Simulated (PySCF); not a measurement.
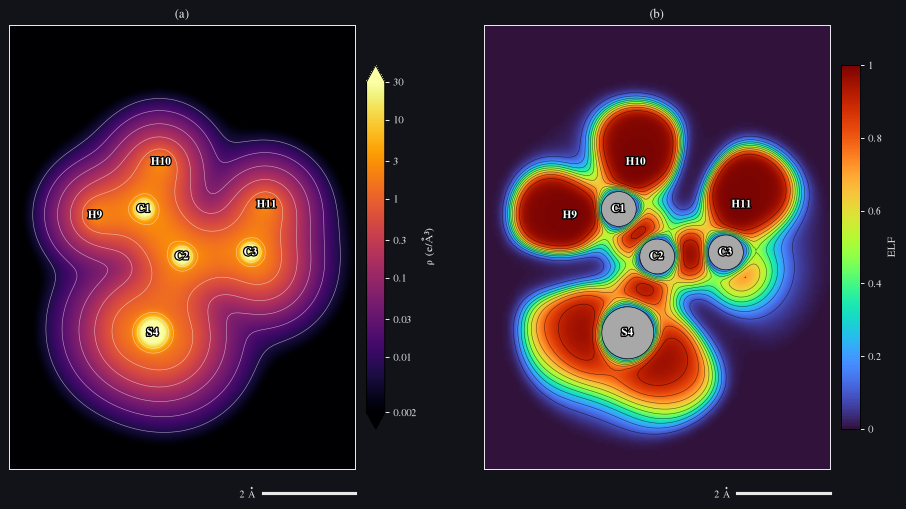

Figure. C$_{3}$H$_{5}$O$_{3}$S$_{2}$ (SMILES C=C(C)SS(=O)(=O)[O-]) (charge −1). (a) total electron density; (b) electron localisation function on the plane of atoms C2, C1 and H10. Grey discs cover the atomic cores in the ELF map.

Geometry: GFN2-xTB.

These are results of PBE0/pcSseg-1, SCF density, gas phase, non-relativistic (PySCF 2.14.0), not measurements.

```xyz
13

C    -1.5102    0.8600   -0.1915
C    -0.5545    0.2859    0.5163
C    -0.5899   -1.1031    1.0535
S     0.9483    1.1630    0.8504
S     1.7175    0.3371   -0.9681
O     0.7750    0.7642   -1.9837
O     3.0327    0.9396   -1.0727
O     1.7390   -1.0979   -0.7298
H    -1.4054    1.8597   -0.5718
H    -2.4135    0.3293   -0.4505
H    -1.5405   -1.5872    0.8339
H    -0.4215   -1.0922    2.1303
H     0.2230   -1.6584    0.5838
```

Q: What does the map show?

A: The section cuts through C, S and H sites.
C–C (1.32 Å): ρ at the midpoint is about 2.3 e/Å³; the ELF peaks at about 0.90 between the atoms (a multiple bond).
C–S (1.77 Å): ρ is about 1.3 e/Å³ halfway; the ELF peaks at about 0.90 between the atoms, as expected for localised, covalent bonding.
C–H (1.07 Å): ρ is about 2 e/Å³ halfway; the ELF climbs to about 1 towards the hydrogen, as it does in any bond to H: an ordinary covalent bond to hydrogen.
C–C (1.49 Å): ρ at the midpoint is about 1.7 e/Å³; the ELF peaks at about 0.95 between the atoms, as expected for a shared electron pair.
The ELF also peaks beside S4, away from the bonds: lone-pair regions.
